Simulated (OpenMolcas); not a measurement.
# One shape, several levels: Ge2SiH8 (SMILES [GeH3][SiH2][GeH3])

We compute a comparison of 6 runs (HF/STO-3G, HF/3-21G, HF/cc-pVDZ, B3LYP/6-31G*, PBE0/cc-pVDZ, MP2/cc-pVDZ) of Ge2SiH8. 

The results are computed with OpenMolcas 26.06.

1 further run of the same task is left out (set aside as unsound or not needed).

## Step 1: The structure to begin with

The species is Ge2SiH8 (11 atoms), meant as a singlet with charge 0. SMILES: `[GeH3][SiH2][GeH3]`. The coordinates come from a PBE0-D4/def2-TZVP relaxation.

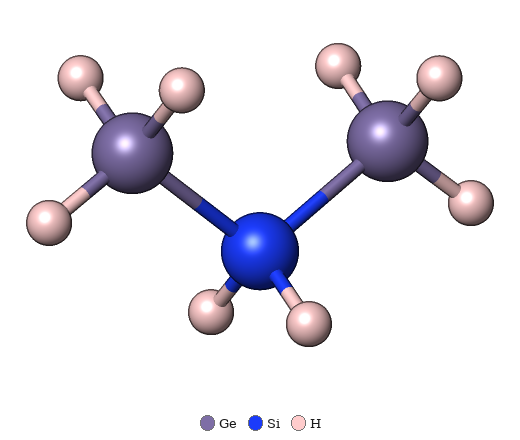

Viewed from a chosen angle; germanium purple, silicon blue, hydrogen pink.

## Step 2: Energy and forces at HF/STO-3G (run 1)

The input, calc.inp:

```
&GATEWAY
 BasLib
 $CurrDir
 Coord
 11
 angstrom
 Ge      -1.314800       1.329100      -0.648100
 Si      -0.420300      -0.850100      -0.318100
 Ge       1.631200      -0.735900       0.880400
 H       -2.643400       1.277800      -1.421300
 H       -0.321200       2.193400      -1.442700
 H       -1.566300       2.008100       0.708900
 H       -0.189900      -1.498600      -1.638400
 H       -1.395700      -1.678400       0.443000
 H        1.405900      -0.077200       2.251900
 H        2.652000       0.110600       0.101200
 H        2.227800      -2.135700       1.103800
 Basis
 STO-3G
 Group
 NoSym

&SEWARD

&SCF
 Thresholds
 1e-10 1e-07 1e-07 1e-05
 PrOrbitals
 1 1

&ALASKA
```

The basis set STO-3G is read from a file made from the Basis Set Exchange's data (not shown).

The run is started by

```sh
$ export MOLCAS_MEM=1860
$ pymolcas calc.inp > calc.log
```

The program printed:

```text
--- Start Module: gateway ---
[...]
--- Stop Module: gateway /rc=_RC_ALL_IS_WELL_ ---
[...]
      Basis functions           53
[...]
--- Start Module: scf ---
[...]
       Convergence after  10 Iterations
[...]
::    Total SCF energy                              -4393.8191070335
[...]
      Total spin, S                                     0.0000000000
[...]
      Total electronic charge=   86.000000
      Total            charge=   -0.000000
[...]
      Dipole Moment (debye):
      Origin of the operator (angstrom)=    0.0642    0.1102    0.0456
                   X= -1.2935E-01               Y= -2.5662E-01               Z= -9.7245E-02           Total=  3.0339E-01
      Quadrupole Moment (debye*angstrom):
[...]
 *              Molecular gradients               *
 **************************************************
  Irreducible representation: a
 ------------------------------------------------------------------------------------------
                              X                       Y                       Z
 ------------------------------------------------------------------------------------------
  GE1               8.64898301453465E-03   -1.95320345193828E-02    3.30719770929555E-03
  SI2               4.76387653325361E-03    9.46942192662092E-03    3.58716540218218E-03
  GE3              -1.86702025687389E-02   -4.24815578776716E-04   -1.08446588130562E-02
  H4               -3.54209026444252E-02   -2.01209567162111E-03   -2.06662313837596E-02
  H5                2.70769027233140E-02    2.24341764387601E-02   -2.12119376431703E-02
  H6               -6.39273557800246E-03    1.74561461702352E-02    3.66265832276493E-02
  H7                6.13308101684629E-03   -1.30833945882713E-02   -2.95025600623031E-02
  H8               -2.13982256973839E-02   -1.71859346139147E-02    1.80348851500276E-02
[...]
```

Wall time 5.1 s (1 thread of AMD EPYC 7R43 (Zen 3), shared host); peak memory 0.38 GiB.

## Step 3: Energy and gradient at HF/3-21G (run 2)

The input, mol.inp:

```
&GATEWAY
BasLib=$CurrDir
Coord
11
bohr
Ge    -2.48461191     2.51163499    -1.22473150
Si    -0.79425189    -1.60645618    -0.60112188
Ge     3.08252125    -1.39064946     1.66371488
H     -4.99530204     2.41469204    -2.68586774
H     -0.60698003     4.14492528    -2.72630788
H     -2.95987803     3.79475903     1.33962685
H     -0.35885899    -2.83194357    -3.09612728
H     -2.63749075    -3.17171633     0.83714867
H      2.65676596    -0.14588686     4.25547426
H      5.01155368     0.20900371     0.19124028
H      4.20993186    -4.03588808     2.08587970
Basis=3-21G
Group=NoSym
&SEWARD
&SCF
Thresholds=1e-10 1e-07 1e-07 1e-05
PrOrbitals=1 1
&ALASKA
```

The basis set 3-21G is read from a file made from the Basis Set Exchange's data (not shown).

The run is started by

```sh
$ export MOLCAS_MEM=1860
$ pymolcas mol.inp > mol.log
```

The program printed:

```text
--- Start Module: gateway ---
[...]
--- Stop Module: gateway /rc=_RC_ALL_IS_WELL_ ---
[...]
      Basis functions           73
[...]
--- Start Module: scf ---
[...]
       Convergence after  10 Iterations
[...]
::    Total SCF energy                              -4422.6725390255
[...]
      Total spin, S                                     0.0000000000
[...]
      Total electronic charge=   86.000000
      Total            charge=   -0.000000
[...]
      Dipole Moment (debye):
      Origin of the operator (angstrom)=    0.0642    0.1102    0.0456
                   X=  1.9031E-02               Y=  3.7059E-02               Z=  1.4112E-02           Total=  4.3985E-02
      Quadrupole Moment (debye*angstrom):
[...]
 *              Molecular gradients               *
 **************************************************
  Irreducible representation: a
 ------------------------------------------------------------------------------------------
                              X                       Y                       Z
 ------------------------------------------------------------------------------------------
  GE1               6.51365187897923E-03   -9.89171912314291E-03    2.90496038662091E-03
  SI2               3.94481438292082E-03    7.83961720323134E-03    2.97146629769340E-03
  GE3              -1.04677949284948E-02    1.97369761729860E-03   -5.88328928245474E-03
  H4               -1.34448022260258E-04    6.78740522503329E-04   -1.68475894368747E-05
  H5               -9.68308027505138E-04    5.69801449547214E-04   -2.33823552781232E-04
  H6               -7.31430991624427E-04    6.08086843755906E-04   -6.39716937580914E-04
  H7               -3.48580919943831E-04   -4.29286329799883E-04    9.05279382479307E-05
  H8               -5.72447870506032E-05   -3.82819317461536E-04   -4.03276892495530E-04
[...]
```

Run time: 6.6 s. Hardware: 1 thread of AMD EPYC 7R43 (Zen 3), shared host; peak memory 0.42 GiB.

Run 3 isn't shown in full; the table further down has it.

## Step 4: Energy and forces at B3LYP/6-31G(d) (spherical functions) (run 4)

The input, calc.inp:

```
* Ge2H8Si Kohn-Sham DFT
&GATEWAY
BasLib=$CurrDir
Coord
11
angstrom
Ge      -1.314800       1.329100      -0.648100
Si      -0.420300      -0.850100      -0.318100
Ge       1.631200      -0.735900       0.880400
H       -2.643400       1.277800      -1.421300
H       -0.321200       2.193400      -1.442700
H       -1.566300       2.008100       0.708900
H       -0.189900      -1.498600      -1.638400
H       -1.395700      -1.678400       0.443000
H        1.405900      -0.077200       2.251900
H        2.652000       0.110600       0.101200
H        2.227800      -2.135700       1.103800
Basis=6-31Gs
Group=NoSym
&SEWARD
GridInput
Grid=UltraFine
End of Grid
&SCF
KSDFT=B3LYP
Thresholds=1e-10 1e-07 1e-07 1e-05
PrOrbitals=0
&ALASKA
```

The basis set 6-31G* is read from a file made from the Basis Set Exchange's data (not shown).

The run is started by

```sh
$ export MOLCAS_MEM=1860
$ pymolcas calc.inp > calc.log
```

The program printed:

```text
--- Start Module: gateway ---
[...]
--- Stop Module: gateway /rc=_RC_ALL_IS_WELL_ ---
[...]
      Basis functions           98
[...]
--- Start Module: scf ---
[...]
       Convergence after  16 Iterations
[...]
::    Total KS-DFT energy                           -4447.8226415441
[...]
      Total spin, S                                     0.0000000000
[...]
      Total electronic charge=   86.000000
      Total            charge=   -0.000000
[...]
      Dipole Moment (debye):
      Origin of the operator (angstrom)=    0.0642    0.1102    0.0456
                   X= -7.3681E-02               Y= -1.4650E-01               Z= -5.5412E-02           Total=  1.7310E-01
      Quadrupole Moment (debye*angstrom):
[...]
 *              Molecular gradients               *
 **************************************************
  Irreducible representation: a
 ------------------------------------------------------------------------------------------
                              X                       Y                       Z
 ------------------------------------------------------------------------------------------
  GE1               1.68983932720579E-04    2.85532197686678E-04    1.09331688960879E-04
  SI2               1.25013568976229E-03    2.49749243437591E-03    9.48126075889455E-04
  GE3               1.48344423564595E-04    2.63123982099600E-04    1.19915230687440E-04
  H4                2.76604872419828E-03   -4.64341295561291E-04    1.56266350079282E-03
  H5               -1.55249749665920E-03   -2.19802723808282E-03    1.57488838485254E-03
  H6                7.40869624650475E-04   -1.85279179076270E-03   -2.38376801767526E-03
  H7                2.79871797563946E-04    7.58450704257285E-04    4.84413163768238E-04
  H8                5.07967048823943E-04    7.95639037894702E-04    9.90829145246508E-05
[...]
```

Wall time 68 s (1 thread of AMD EPYC 7R43 (Zen 3), shared host); peak memory 0.58 GiB.

Run 5 isn't shown in full; the table further down has it.

## Step 5: A single-point energy at MP2/cc-pVDZ (run 6)

The input, input.xyz:

```xyz
11

Ge    -1.314800     1.329100    -0.648100
Si    -0.420300    -0.850100    -0.318100
Ge     1.631200    -0.735900     0.880400
H     -2.643400     1.277800    -1.421300
H     -0.321200     2.193400    -1.442700
H     -1.566300     2.008100     0.708900
H     -0.189900    -1.498600    -1.638400
H     -1.395700    -1.678400     0.443000
H      1.405900    -0.077200     2.251900
H      2.652000     0.110600     0.101200
H      2.227800    -2.135700     1.103800
```

The input, job.inp:

```
&gateway
baslib=$CurrDir
coord=input.xyz
basis=cc-pVDZ
group=NoSym
&seward
&scf
thresholds=1e-10 1e-07 1e-07 1e-05
prorbitals=1 2
&mbpt2
frozen=23
```

The basis set cc-pVDZ is read from a file made from the Basis Set Exchange's data (not shown).

The run is started by

```sh
$ export MOLCAS_MEM=1860
$ pymolcas job.inp > job.log
```

The program printed:

```text
--- Start Module: gateway ---
[...]
--- Stop Module: gateway /rc=_RC_ALL_IS_WELL_ ---
[...]
      Basis functions          112
[...]
--- Start Module: scf ---
[...]
       Convergence after  10 Iterations
[...]
::    Total SCF energy                              -4444.2468822186
[...]
      Total spin, S                                     0.0000000000
[...]
      Total electronic charge=   86.000000
      Total            charge=   -0.000000
[...]
      Dipole Moment (debye):
      Origin of the operator (angstrom)=    0.0642    0.1102    0.0456
                   X= -9.3790E-02               Y= -1.8649E-01               Z= -7.0556E-02           Total=  2.2034E-01
      Quadrupole Moment (debye*angstrom):
[...]
--- Stop Module: scf /rc=_RC_ALL_IS_WELL_ ---
[...]
--- Start Module: mbpt2 ---
[...]
WARNING!
Default frozen orbitals as non valence orbitals is overwritten by user input.
Default values:  30
[...]
       Reference weight ( Cref**2 )         =        0.86405
::    Total MBPT2 energy                            -4444.5956942252
[...]
      Total MBPT2 calculations                           1.14      1.33
--- Stop Module: mbpt2 /rc=_RC_ALL_IS_WELL_ ---
[...]
```

Wall time 20 s (1 thread of AMD EPYC 7R43 (Zen 3), shared host); peak memory 0.67 GiB.

## Step 6: Overview of the runs

```tsv
run	level	integration grid	task	energy (Eh)	dipole moment (D) of the reference	HOMO energy (eV)	LUMO energy (eV)	wall time
1	HF/STO-3G	–	gradient	-4393.819107	0.30	-8.15	9.98	5.1 s
2	HF/3-21G	–	gradient	-4422.672539	0.04	-10.27	3.24	6.6 s
3	HF/cc-pVDZ	–	gradient	-4444.246882	0.22	-10.32	3.21	29 s
4	B3LYP/6-31G* (spherical functions)	UltraFine	gradient	-4447.822642	0.17	-7.62	-0.01	68 s
5	PBE0/cc-pVDZ	UltraFine	gradient	-4447.579746	0.13	-7.91	0.08	68 s
6	MP2/cc-pVDZ	–	energy	-4444.595694	0.22	-10.32	3.21	20 s
```

## Step 7: What came out

| quantity | value |
| --- | --- |
| run 6: total energy | -4444.59569 Eh |
| run 6: dipole moment (mean-field density) | 0.22 D |
| run 6: HOMO energy (Hartree–Fock orbitals) | -10.32 eV |
| run 6: LUMO energy (Hartree–Fock orbitals) | 3.21 eV |
| run 6: HOMO–LUMO gap (Hartree–Fock orbitals) | 13.52 eV |
| run 6: correlation energy (23 core orbitals frozen) | -348.8 mEh |

**Reading.** Over runs 1, 2, 3, 4, 5 the dipole moment (its size) runs from 0.04 D (HF/3-21G) to 0.30 D (HF/STO-3G). The two dipoles point in opposite directions. Over runs 1, 2, 3, 4, 5 the HOMO–LUMO gap runs from 7.61 eV (B3LYP/6-31G*) to 18.13 eV (HF/STO-3G). The two ends differ in method and basis. Totals of different functionals can't be ranked against each other. In run 1 the basis is minimal, so the values are rough. All runs together took 3.3 min, the longest 68 s.
